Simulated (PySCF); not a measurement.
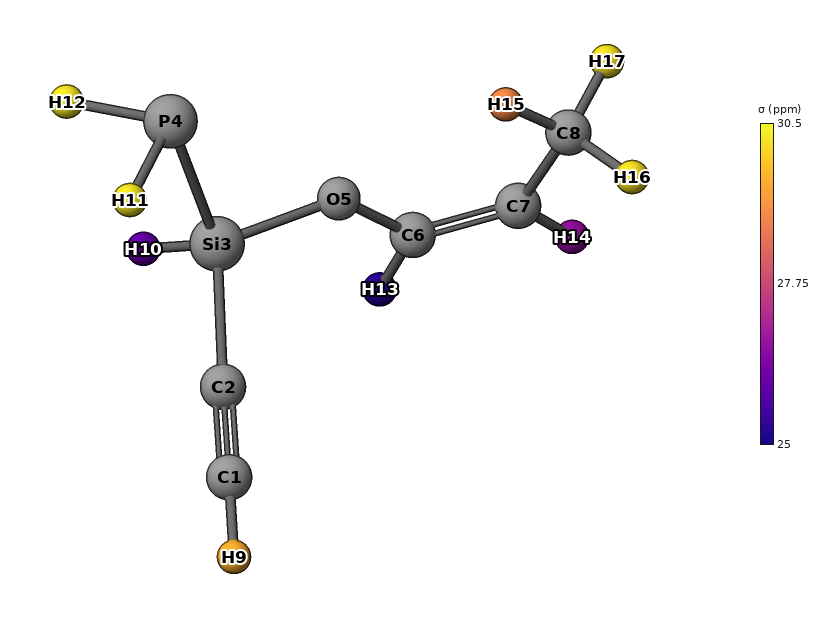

Atoms are coloured by their isotropic NMR shieldings (H only, the others grey). Computed geometry: GFN2-xTB optimisation. No frequency run is at hand to confirm it as a minimum. Method: GIAO PBE0/pcSseg-1 NMR shielding, non-relativistic, gas phase (PySCF 2.14.0).

Which H atom is the most shielded (lowest chemical shift)?

Answer. H11, H12 (30.27 ppm).

Which H atom is the least shielded (highest chemical shift)?

Answer. H13 (25.29 ppm).

How wide is the range of H shifts?

Answer. 4.98 ppm.

Give the isotropic NMR shieldings of the H atoms atom by atom.

```csv
atom,σ (ppm)
H9,29.54
H10,26.03
H11,30.27
H12,30.27
H13,25.29
H14,26.70
H15,28.97
H16,30.21
H17,30.24
```

The geometry is semi-empirical. Around P, Si such bond lengths and angles can be off by a tenth of an ångström or more and by several degrees, and values that hang on the shape move with them.
